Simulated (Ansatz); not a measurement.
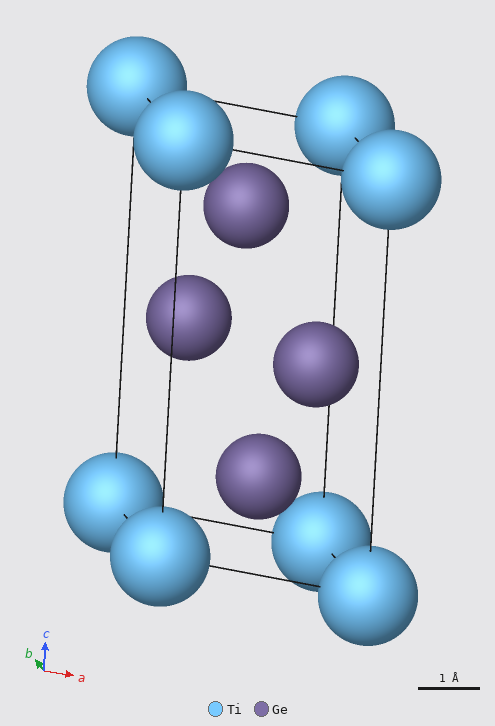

The figure gives a spheres-only picture of the atoms, viewed slightly off an axis. Atoms at the boundary of the cell (the run's own, in a reduced setting) (the box) are drawn once for each face, edge or corner they touch.

```
CELL_PARAMETERS angstrom
0.00000 -3.62223 0.00000
3.62223 0.00000 0.00000
-1.81112 1.81112 7.35254
ATOMIC_POSITIONS crystal
Ti 0.00000 0.00000 0.00000
Ge 0.58569 0.58569 0.17137
Ge 0.75000 0.25000 0.50000
Ge 0.25000 0.75000 0.50000
Ge 0.41431 0.41431 0.82863
```

The numbers come from DFT PBE, scalar-relativistic, plane waves, PAW (Ansatz 0.2.0), using a kinetic-energy cutoff of 420 eV, k-points about 0.18 Å⁻¹ apart, Gaussian smearing of 0.1 eV, no spin polarisation.

**List the Bader charges.**

Ti +1.21 e; Ge -0.65 to +0.04 e.

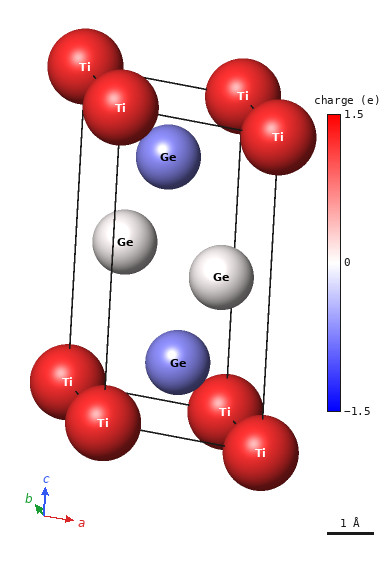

The atoms coloured by those charges.

Starting structure: a structure type filled with these elements by a generator (whether the compound takes this form wasn't checked). Earlier steps of the study, as a rule a relaxation of our own, may have changed the cell and positions, so they can lie some per cent off the listed ones. It was the input of a calculation with Ansatz.
